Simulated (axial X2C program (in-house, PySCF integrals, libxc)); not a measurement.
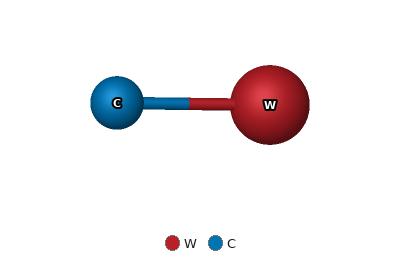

The molecule at the reference distance of 1.713 Å.

Relativistic diatomic calculation, with input and output: WC⁻

System: WC⁻, single determinant with M_S = 1/2 and |Λ| = 2.
Method: HF, spin-free X2C-1e, W dyall-av3z, C dyall-av3z (cores contracted) (axial X2C program (in-house, PySCF integrals, libxc)).

Log:
```
spin-free X2C-1e  HF
basis functions 234  fitting functions 1232  grid points 5074
iter        total energy     max residual
   1     -16176.140109529     9.42e-01
   2     -16176.185394640     1.94e-02
   3     -16176.187993385     1.92e-02
   4     -16176.190034877     4.49e-03
   5     -16176.191065656     4.84e-03
   6     -16176.191986936     4.20e-03
   7     -16176.192697818     4.59e-03
   8     -16176.193569495     4.06e-03
   9     -16176.194889475     3.81e-03
  10     -16176.198838274     2.87e-03
  11     -16176.200165459     2.63e-03
  12     -16176.201626066     1.65e-03
  13     -16176.202432972     1.29e-03
  14     -16176.202742873     1.41e-03
  15     -16176.203275983     1.08e-03
  16     -16176.203352420     5.90e-04
  17     -16176.203309274     8.86e-04
  18     -16176.203465476     2.23e-04
  19     -16176.203466318     2.36e-04
  20     -16176.203472908     1.13e-04
  21     -16176.203474340     5.86e-05
  22     -16176.203474519     3.20e-05
  23     -16176.203474802     1.57e-05
  24     -16176.203474908     5.77e-06
  25     -16176.203474936     2.73e-06
  26     -16176.203474941     2.74e-06
  27     -16176.203474943     2.07e-06
converged
one-electron -22492.78138084  Coulomb 6508.26772956  exact exchange -328.84959111  xc functional 0.00000000  nuclear repulsion 137.15976745
```

The points of the curve:

| R (Å) | E (hartree) | dipole (D; origin at the first atom, positive when the second is positive) | highest filled (eV) | lowest empty (eV) |
| --- | --- | --- | --- | --- |
| 1.610 | −16176.187597 | −1.94 | −1.02 | 2.12 |
| 1.662 | −16176.196900 | −2.08 | −1.02 | 2.12 |
| 1.713 | −16176.203475 | −2.06 | −0.99 | 2.12 |
| 1.773 | −16176.208674 | −1.96 | −0.94 | 2.12 |
| 1.833 | −16176.211798 | −1.83 | −0.88 | 2.12 |

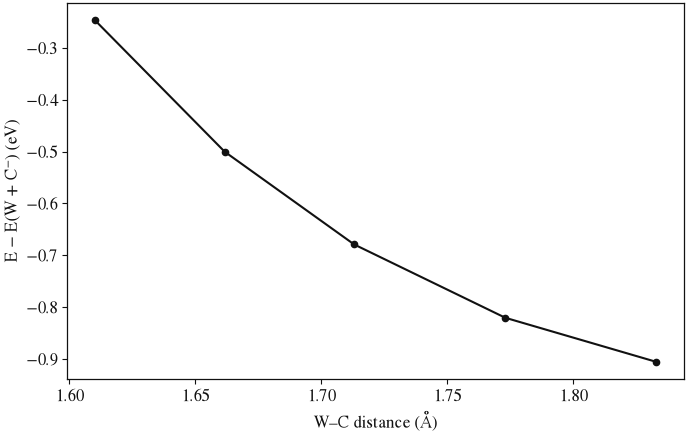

Energy at 5 bond lengths, for one set of occupations held fixed; the line joins the points. The lowest point is at 1.83 Å, the end of the range, so no minimum is bracketed. The lowest point lies 0.91 eV below W + C⁻.

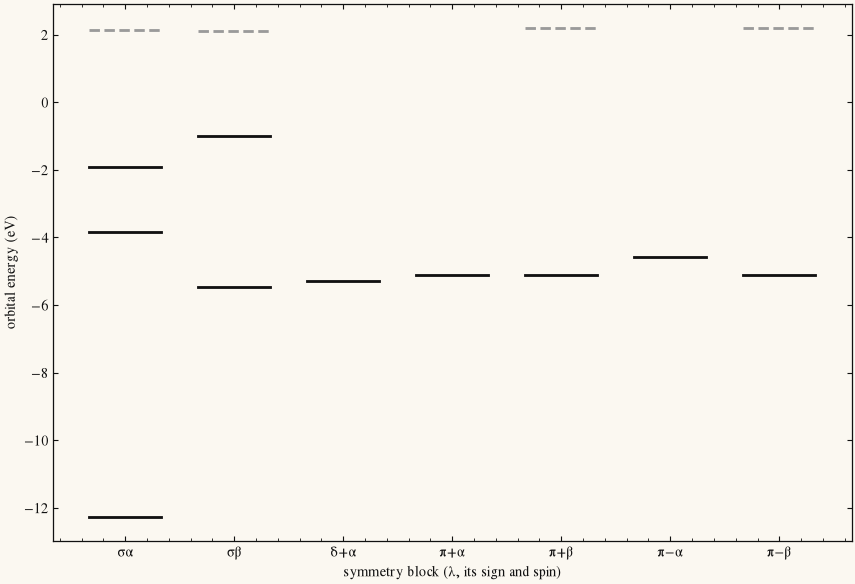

Orbital energies near the frontier at 1.71 Å, filled (solid) and empty (dashed); a label such as π−α means λ = −1 and α spin. The highest filled orbital (σβ; 57 % W s, 13 % C p) lies at −0.99 eV, the lowest empty one (σβ; 98 % W p) at 2.12 eV.

The input:
```
{"zs": [74, 6], "q": -1, "bas": ["dyall-av3z", "dyall-av3z"], "levels": ["PBE0", "HF", "LDA", "r2SCAN0"], "cc": false, "r0": 1.87, "npts": 10, "nst": 2, "ntry": 6}
```

The line is the task of a batch: nuclear charges, charge, bases, the levels to run, a first guess of the distance and further settings. This report covers HF without spin-orbit coupling. The log is that of the reference distance 1.713 Å.

Launched within a batch (the task file carries these settings):
```bash
python <driver script> task.json out
```

Results in brief:

```tsv
quantity	value
outcome	converged
largest ⟨S²⟩ along the curve	2.47
hardware	1 thread of Arm Neoverse N1, 98 GiB of memory available, shared host
wall time	8.6 s
```

Remarks:

Hartree–Fock lacks correlation, so it usually binds too weakly. ⟨S²⟩ reaches 2.47 where a pure state of this multiplicity has 0.75, so the determinant is spin-contaminated. Limits: 5 of the 10 points asked for were kept.
